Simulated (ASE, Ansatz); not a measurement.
# Convergence of a linear-scaling basis for twisted 1T-PtSe2 bilayer, 87.80° (78 atoms), part 2 of 3

Wanted: errors and times of a linear-scaling basis for twisted 1T-PtSe2 bilayer, 87.80° (78 atoms). A setting counts as converged where the r.m.s. difference of forces stays under 1 % of the r.m.s. force.

Ansatz 0.2.0; Kohn-Sham DFT, PBE+D4, PAW (set soft_2, large core), plane waves.

The cell: 26 Pt and 52 Se. Beside vacuum, support functions can miss their usual error bounds without a warning. Only the Γ point is sampled, in a cell whose shortest periodic width is 12 Å. Spin–orbit coupling is left out.

So far. Step 3 (Support functions low): Forces differ from the reference by 1.5 meV/Å r.m.s., 0.85 % of their size, within a tolerance of 1 %; the energy by -1.5 meV/atom. It took 1.7 min and 16 cycles; the reference's time can't be set against it, since the two runs asked for unlike analyses. Step 4 (Support functions medium): Forces differ from the reference by 1.4 meV/Å r.m.s., 0.78 % of their size, within a tolerance of 1 %; the energy by -1.5 meV/atom.

**5. Support functions medium, spacing 0.411 Å**

Level of this step: Kohn-Sham DFT, PBE+D4, PAW (set soft_2, large core), localised support functions (medium) (Ansatz).

The grid spacing sets how fine a wave the support functions can hold.

The input, input.yaml:

```yaml
crystal:
  lattice:
    - [13.4487, 0.0, 0.0]
    - [-6.72435, 11.64692, 0.0]
    - [0.0, 0.0, 22.44]
  atoms:
    [... the 78 atom lines of step 2 ...]
kpoints:
  mp_grid: { grid: [1, 1, 1] }
hamiltonian:
  xc: pbe
  dispersion: d4
  pseudopotentials: { kind: paw, core: large }
scf:
  occupations: { method: fermi_dirac, width: 0.025 }
  eigensolver: { kind: { support_functions: { accuracy: medium, spacing: 0.411 } } }
  mixing: { beta: 0.2 }
  max_iter: 150
output:
  forces: true
  eigenvalues: true
```

Command:

```bash
ansatz run input.yaml --threads 8 --pin off --max-ram 15872MiB --backend cpu --events-out ev --progress --plain --runs-dir out
```

Numbers of over 12 decimals in the logs are rounded to 6 here.

The log of the run:

```text
[...]
Crystal: 78 atoms, lattice volume = 3514.910 Å³
Basis set: ecut = 420 eV, 68787 PW (Γ), exchange–correlation on 180×180×300 points (8 copies of the dense FFT grid, shifted against one another)
Bands: 468, of which v1, the nominal top of the filled ones, is band 390 counted from 1 (389 counted from 0)
Symmetry: 1 space group operations
k-points: 1
[...]
SCF iter   1: F=—  HF=-459675.855390 eV  |F-HF|=—  |Δ(HF+E_count)|=         —  Δρ=5.76e-2  dr2=1.32e2  ethr=1.00e-1
[...]
SCF iter  18: F=-459726.836196 eV  HF=-459726.836195 eV  |F-HF|=1.33e-6  |Δ(HF+E_count)|=   1.96e-6  Δρ=7.57e-6  dr2=1.55e-6  ethr=6.08e-10
SCF 1 converged in 18 iterations: F = -459726.912624 eV  dr2 = 1.55e-6
[...]
SCF converged after 18 iterations
[...]
Free energy (F): -459726.912624 eV
[...]
Internal energy: -459726.912624 eV  (E = F + TS)
E sigma→0 (E₀):  -459726.912624 eV
Fermi energy:    2.275363 eV
[...]
--- Forces (eV/Å), atoms counted from 1 ---
  atom   1  Pt     0.28376130    -0.24483984    -0.16439782
  atom   2  Se     0.07013628     0.19483394     0.25355218
  atom   3  Se    -0.16719620    -0.01480805    -0.25559961
  atom   4  Pt    -0.00028817    -0.03485630    -0.00799355
  atom   5  Se     0.02999868    -0.00902504     0.34750461
  atom   6  Se    -0.01772104     0.01173742    -0.12343067
  atom   7  Pt     0.20425477     0.33325153     0.05715437
  atom   8  Se    -0.07451739     0.00266253     0.24750461
  atom   9  Se    -0.00459012     0.06897351     0.08220593
  atom  10  Pt     0.16254447    -0.13251526     0.15722240
  atom  11  Se    -0.14257506    -0.05071096     0.48560493
  atom  12  Se     0.23965354    -0.00584668     0.10389001
  atom  13  Pt     0.04920132     0.27425899     0.02481351
  atom  14  Se    -0.17024650     0.13699342     0.42219930
[...]
atom  77  Se     0.08747956     0.03565110    -0.18994991
  atom  78  Se    -0.19852807    -0.08191419    -0.30805414
  max |Σ_I F_I| component: 1.83e-1 eV/Å
--- Band table (eV) ---
[...]
```

Run time: 49 s. Hardware: 8 threads of Arm Neoverse V2, shared host; peak memory 3 GiB.

The program notes that the forces don't sum to zero within tolerance and the grid leaves an egg-box force.

Forces differ from the reference by 137 meV/Å r.m.s., 76 % of their size, far over a tolerance of 1 %; the energy by -18 meV/atom and the gap by +0.022 eV. The setting is coarser than the default on purpose.

**6. Support functions medium, spacing 0.343 Å**

The grid spacing sets how fine a wave the support functions can hold.

input.yaml, the sections that differ from step 5:

```yaml
scf:
  occupations: { method: fermi_dirac, width: 0.025 }
  eigensolver: { kind: { support_functions: { accuracy: medium, spacing: 0.343 } } }
  mixing: { beta: 0.2 }
  max_iter: 150
# crystal, kpoints, hamiltonian, output: as in step 5
```

The log of the run:

```text
[...]
Crystal: 78 atoms, lattice volume = 3514.910 Å³
Basis set: ecut = 420 eV, 68787 PW (Γ), exchange–correlation on 180×180×300 points (8 copies of the dense FFT grid, shifted against one another)
Bands: 468, of which v1, the nominal top of the filled ones, is band 390 counted from 1 (389 counted from 0)
Symmetry: 1 space group operations
k-points: 1
[...]
SCF iter   1: F=—  HF=-459685.006410 eV  |F-HF|=—  |Δ(HF+E_count)|=         —  Δρ=5.75e-2  dr2=1.28e2  ethr=1.00e-1
[...]
SCF iter  18: F=-459725.760385 eV  HF=-459725.760383 eV  |F-HF|=1.32e-6  |Δ(HF+E_count)|=   1.43e-6  Δρ=5.39e-6  dr2=1.07e-6  ethr=3.81e-10
SCF 1 converged in 18 iterations: F = -459725.837296 eV  dr2 = 1.07e-6
[...]
SCF converged after 18 iterations
[...]
Free energy (F): -459725.837296 eV
[...]
Internal energy: -459725.837296 eV  (E = F + TS)
E sigma→0 (E₀):  -459725.837296 eV
Fermi energy:    2.261134 eV
[...]
--- Forces (eV/Å), atoms counted from 1 ---
  atom   1  Pt     0.30483260    -0.26967063     0.17290310
  atom   2  Se     0.09638288     0.18251452     0.05626645
  atom   3  Se    -0.20187422    -0.02380284    -0.44172128
  atom   4  Pt     0.09826377    -0.05711257     0.26548248
  atom   5  Se     0.01911321     0.03737558     0.17753305
  atom   6  Se     0.08259295    -0.00487928    -0.31148364
  atom   7  Pt     0.17419352     0.32741142     0.27934698
  atom   8  Se    -0.05010081     0.00175061     0.08183301
  atom   9  Se     0.01120890     0.05768830    -0.12209385
  atom  10  Pt     0.10429770    -0.19300932     0.39888125
  atom  11  Se    -0.10073496    -0.13422450     0.31608491
  atom  12  Se     0.15504164     0.01708605    -0.09625466
  atom  13  Pt     0.08614639     0.18985088     0.30622174
  atom  14  Se    -0.21050282     0.07017544     0.21683194
[...]
atom  77  Se    -0.00293436     0.01599757     0.00104450
  atom  78  Se    -0.19565485    -0.10398406    -0.12697426
  max |Σ_I F_I| component: 8.69e-3 eV/Å
--- Band table (eV) ---
[...]
```

Wall time 73 s (8 threads); peak memory 3.8 GiB; 9.5 min of CPU time.

Forces differ from the reference by 11 meV/Å r.m.s., 6.1 % of their size, far over a tolerance of 1 %; the energy by -4.5 meV/atom. It took 73 s and 18 cycles; the reference's time can't be set against it, since the two runs asked for unlike analyses. The setting is coarser than the default on purpose.

**7. Support functions medium, spacing 0.297 Å**

The grid spacing sets how fine a wave the support functions can hold.

input.yaml, the sections that differ from step 6:

```yaml
scf:
  occupations: { method: fermi_dirac, width: 0.025 }
  eigensolver: { kind: { support_functions: { accuracy: medium, spacing: 0.297 } } }
  mixing: { beta: 0.2 }
  max_iter: 150
# crystal, kpoints, hamiltonian, output: as in step 6
```

The log of the run:

```text
[...]
Crystal: 78 atoms, lattice volume = 3514.910 Å³
Basis set: ecut = 420 eV, 68787 PW (Γ), exchange–correlation on 180×180×300 points (8 copies of the dense FFT grid, shifted against one another)
Bands: 468, of which v1, the nominal top of the filled ones, is band 390 counted from 1 (389 counted from 0)
Symmetry: 1 space group operations
k-points: 1
[...]
SCF iter   1: F=—  HF=-459685.757917 eV  |F-HF|=—  |Δ(HF+E_count)|=         —  Δρ=5.76e-2  dr2=1.28e2  ethr=1.00e-1
[...]
SCF iter  18: F=-459725.494450 eV  HF=-459725.494449 eV  |F-HF|=1.23e-6  |Δ(HF+E_count)|=   6.77e-7  Δρ=8.51e-6  dr2=1.29e-6  ethr=3.42e-10
SCF 1 converged in 18 iterations: F = -459725.568917 eV  dr2 = 1.29e-6
[...]
SCF converged after 18 iterations
[...]
Free energy (F): -459725.568917 eV
[...]
Internal energy: -459725.568917 eV  (E = F + TS)
E sigma→0 (E₀):  -459725.568917 eV
Fermi energy:    2.261114 eV
[...]
--- Forces (eV/Å), atoms counted from 1 ---
  atom   1  Pt     0.30481418    -0.26752727     0.17443506
  atom   2  Se     0.09517602     0.18190630     0.08119132
  atom   3  Se    -0.20201893    -0.02351078    -0.44277245
  atom   4  Pt     0.09795574    -0.05497966     0.26700443
  atom   5  Se     0.02038680     0.03735658     0.20388630
  atom   6  Se     0.08101348    -0.00510505    -0.31356804
  atom   7  Pt     0.17462644     0.32826299     0.28004829
  atom   8  Se    -0.05084968     0.00106770     0.10597227
  atom   9  Se     0.01169425     0.05722958    -0.12872441
  atom  10  Pt     0.10298843    -0.19353839     0.40094169
  atom  11  Se    -0.10068890    -0.13415012     0.33958521
  atom  12  Se     0.15652768     0.01836578    -0.10432370
  atom  13  Pt     0.08503305     0.19155568     0.30763113
  atom  14  Se    -0.21137800     0.07075036     0.24101383
[...]
atom  77  Se    -0.00205160     0.01536798     0.01117350
  atom  78  Se    -0.19471778    -0.10335477    -0.15131739
  max |Σ_I F_I| component: 1.06e-2 eV/Å
--- Band table (eV) ---
[...]
```

Elapsed: 73 s, on 8 threads; peak memory 4.1 GiB.

Forces differ from the reference by 2.7 meV/Å r.m.s., 1.5 % of their size, over a tolerance of 1 %; the energy by -1.0 meV/atom. It took 73 s and 18 cycles; the reference's time can't be set against it, since the two runs asked for unlike analyses. The setting is coarser than the default on purpose.

**8. Support functions medium, spacing 0.263 Å**

The grid spacing sets how fine a wave the support functions can hold.

input.yaml, the sections that differ from step 7:

```yaml
scf:
  occupations: { method: fermi_dirac, width: 0.025 }
  eigensolver: { kind: { support_functions: { accuracy: medium, spacing: 0.263 } } }
  mixing: { beta: 0.2 }
  max_iter: 150
# crystal, kpoints, hamiltonian, output: as in step 7
```

The log of the run:

```text
[...]
Crystal: 78 atoms, lattice volume = 3514.910 Å³
Basis set: ecut = 420 eV, 68787 PW (Γ), exchange–correlation on 180×180×300 points (8 copies of the dense FFT grid, shifted against one another)
Bands: 468, of which v1, the nominal top of the filled ones, is band 390 counted from 1 (389 counted from 0)
Symmetry: 1 space group operations
k-points: 1
[...]
SCF iter   1: F=—  HF=-459686.468727 eV  |F-HF|=—  |Δ(HF+E_count)|=         —  Δρ=5.77e-2  dr2=1.29e2  ethr=1.00e-1
[...]
SCF iter  17: F=—  HF=-459725.594983 eV  |F-HF|=—  |Δ(HF+E_count)|=   3.29e-3  Δρ=1.04e-5  dr2=4.27e-6  ethr=1.32e-9  κ⁻¹=6.2e-5(r=7)
SCF iter  18: F=-459725.594985 eV  HF=-459725.594985 eV  |F-HF|=5.11e-7  |Δ(HF+E_count)|=   1.51e-6  Δρ=6.33e-6  dr2=1.11e-6  ethr=5.48e-10
SCF 1 converged in 18 iterations: F = -459725.660826 eV  dr2 = 1.11e-6
[...]
SCF converged after 18 iterations
[...]
Free energy (F): -459725.660826 eV
[...]
Internal energy: -459725.660826 eV  (E = F + TS)
E sigma→0 (E₀):  -459725.660826 eV
Fermi energy:    2.260373 eV
[...]
Σ components = -459725.660826   (vs F -459725.660826, Δ=0.00e0)
--- Forces (eV/Å), atoms counted from 1 ---
  atom   1  Pt     0.30399602    -0.26761237     0.17383587
  atom   2  Se     0.09584543     0.18177373     0.08309548
  atom   3  Se    -0.20261320    -0.02183072    -0.44443607
  atom   4  Pt     0.09732673    -0.05558866     0.26714137
[...]
atom  78  Se    -0.19329215    -0.10388689    -0.15239819
  max |Σ_I F_I| component: 1.22e-2 eV/Å
--- Band table (eV) ---
[...]
```

Run time: 86 s. Hardware: 8 threads; peak memory 4.6 GiB.

Keys that differ from the reference: support_functions.accuracy = "medium", support_functions.spacing = 0.263, scf.max_iter = 150 and scf.mixing.beta = 0.2.

Forces differ from the reference by 2.1 meV/Å r.m.s., 1.2 % of their size, over a tolerance of 1 %; the energy by -2.2 meV/atom. It took 86 s and 18 cycles; the reference's time can't be set against it, since the two runs asked for unlike analyses.

**9. With accuracy = "medium" and crystal.symmetry.detect = false**

Changed here: accuracy = "medium" and crystal.symmetry.detect = false.

This step: Kohn-Sham DFT, PBE+D4, PAW (set soft_2, large core), plane waves (Ansatz 0.2.0).

The input, input.yaml:

```yaml
crystal:
  lattice:
    - [13.4487, 0.0, 0.0]
    - [-6.72435, 11.64692, 0.0]
    - [0.0, 0.0, 22.44]
  atoms:
    [... the 78 atom lines of step 2 ...]
  symmetry: { detect: false }
kpoints:
  mp_grid: { grid: [1, 1, 1] }
hamiltonian:
  xc: pbe
  dispersion: d4
  pseudopotentials: { kind: paw, core: large }
scf:
  occupations: { method: fermi_dirac, width: 0.025 }
output:
  forces: true
  populations: intrinsic
  dos:
    method: { smearing: { sigma: 0.1 } }
    de: 0.1
    projected:
      site_lists:
        Pt: [Pt]
        Se: [Se]
        layer_1: [0, 1, 2, 3, 4, 5, 6, 7, 8, 9, 10, 11, 12, 13, 14, 15, 16, 17, 18, 19, 20, 21, 22, 23, 24, 25, 26, 27, 28, 29, 30, 31, 32, 33, 34, 35, 36, 37, 38]
        layer_2: [39, 40, 41, 42, 43, 44, 45, 46, 47, 48, 49, 50, 51, 52, 53, 54, 55, 56, 57, 58, 59, 60, 61, 62, 63, 64, 65, 66, 67, 68, 69, 70, 71, 72, 73, 74, 75, 76, 77]
  eigenvalues: true
accuracy: medium
```

The log of the run:

```text
[...]
Crystal: 78 atoms, lattice volume = 3514.910 Å³
Basis set: ecut = 420 eV, 68787 PW (Γ), exchange–correlation on 180×180×300 points (8 copies of the dense FFT grid, shifted against one another)
Bands: 468, of which v1, the nominal top of the filled ones, is band 390 counted from 1 (389 counted from 0)
Symmetry: 1 space group operations
k-points: 1
[...]
SCF iter   1: F=—  HF=-459746.451433 eV  |F-HF|=—  |Δ(HF+E_count)|=         —  Δρ=5.73e-2  dr2=1.20e2  ethr=3.10e-3  ⟨swp⟩=9.0  Hψ=2477  notcnv=0  defer=12
[...]
SCF iter  13: F=—  HF=-459725.487985 eV  |F-HF|=—  |Δ(HF+E_count)|=   3.06e-7  Δρ=1.54e-6  dr2=1.84e-7  ethr=1.72e-10  ⟨swp⟩=2.0  Hψ=647  notcnv=0  defer=53
SCF iter  14: F=-459725.487985 eV  HF=-459725.487985 eV  |F-HF|=2.62e-9  |Δ(HF+E_count)|=   8.74e-8  Δρ=7.73e-7  dr2=5.32e-8  ethr=1.28e-11  ⟨swp⟩=19.0  Hψ=2487  notcnv=0
SCF 1 converged in 14 iterations: F = -459725.487985 eV  dr2 = 5.32e-8
[...]
SCF converged after 14 iterations
Free energy (F): -459725.487985 eV
[...]
Internal energy: -459725.487985 eV  (E = F + TS)
E sigma→0 (E₀):  -459725.487985 eV
Fermi energy:    2.260282 eV
[...]
Σ components = -459725.487985   (vs F -459725.487985, Δ=0.00e0)
--- Forces (eV/Å), atoms counted from 1 ---
  atom   1  Pt     0.30393460    -0.26795127     0.17284436
  atom   2  Se     0.09567521     0.18122910     0.08733886
  atom   3  Se    -0.20276889    -0.02192896    -0.44795675
  atom   4  Pt     0.09844198    -0.05580269     0.26525313
[...]
atom  78  Se    -0.19242740    -0.10394447    -0.15781767
  max |Σ_I F_I| component: 4.84e-5 eV/Å
--- Band table (eV) ---
[...]
--- intrinsic populations: 78 sites ---
  site symbol       q [e]
     0     Pt     17.4337
     1     Se      6.2788
     2     Se      6.2741
[...]
77     Se      6.2724
  spilling = 0.000000 (of n_electrons = 780.000000)
```

It took 39 s on 8 threads; peak memory 4.4 GiB.

Forces differ from the reference by 0.001 meV/Å r.m.s., 5.0e-4 % of their size.

**10. All settings compared**

Differences are against the plane-wave reference (Kohn-Sham DFT, PBE+D4, PAW (set soft_2, large core), plane waves), whose r.m.s. force component is 0.179 eV/Å. Energies are set beside the reference only for runs with its functional, potentials and electron count. Times are for 8 threads of Arm Neoverse V2, shared host. The reference's time includes the DOS and grids, which some other runs skip.

```
                                                    run  Δ force, r.m.s. (meV/Å)  share of r.m.s. force (%)  Δ energy (meV/atom)  Δ gap (eV)  cycles     time  host memory (GiB)
                                              reference                        -                          -                    -           -      14     41 s                4.4
                                  support functions low                     1.52                      0.849                -1.51      3.0e-4      16  1.7 min                5.3
                               support functions medium                     1.39                      0.777                -1.52      3.0e-4      19    2 min                5.4
              support functions medium, spacing 0.411 Å                      137                       76.2                -18.3      0.0225      18     49 s                3.0
              support functions medium, spacing 0.343 Å                     10.8                       6.05                -4.48      0.0017      18     73 s                3.8
              support functions medium, spacing 0.297 Å                     2.70                       1.50                -1.04      0.0011      18     73 s                4.1
              support functions medium, spacing 0.263 Å                     2.08                       1.16                -2.22      3.0e-4      18     86 s                4.6
accuracy = "medium" and crystal.symmetry.detect = false                    0.001                     5.0e-4                    -           0      14     39 s                4.4
```

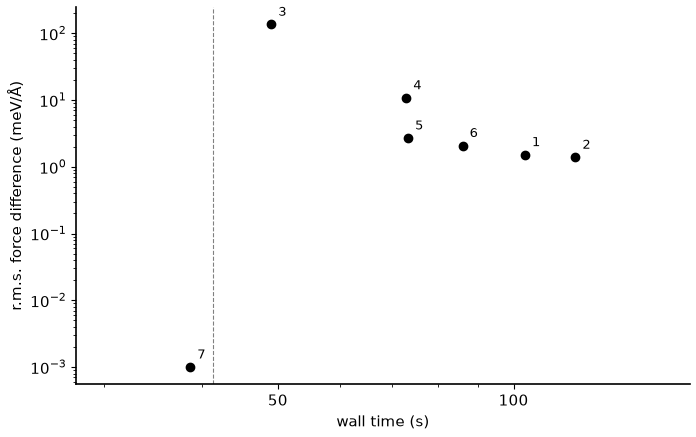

Force difference from the reference against wall time; the dashed line marks the reference's time. Points: 1 support functions low; 2 support functions medium; 3 support functions medium, spacing 0.411 Å; 4 support functions medium, spacing 0.343 Å; 5 support functions medium, spacing 0.297 Å; 6 support functions medium, spacing 0.263 Å; 7 accuracy = "medium" and crystal.symmetry.detect = false.

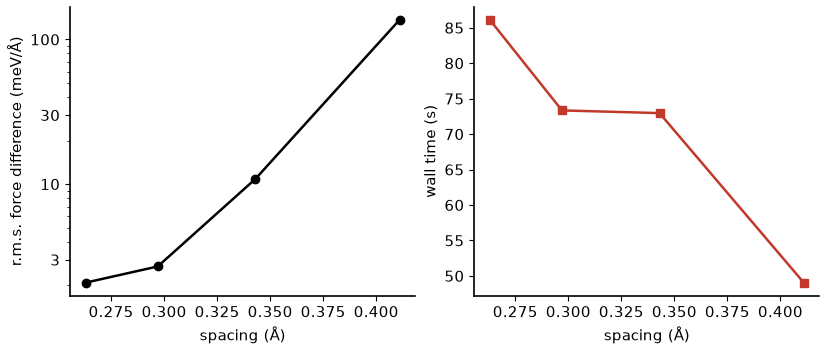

Force difference and time against the spacing.

[end of part 2 of 3]

[Logs are printed without paths, hosts, clocks, repeated set-up lines and the standing remarks that a program may print on its own settings, such as how far it seeks lower states.]

[Hosts, paths, dates, database ids (printed as entryN), source tags and the programs' standing remarks are cut or masked in the printed files.]
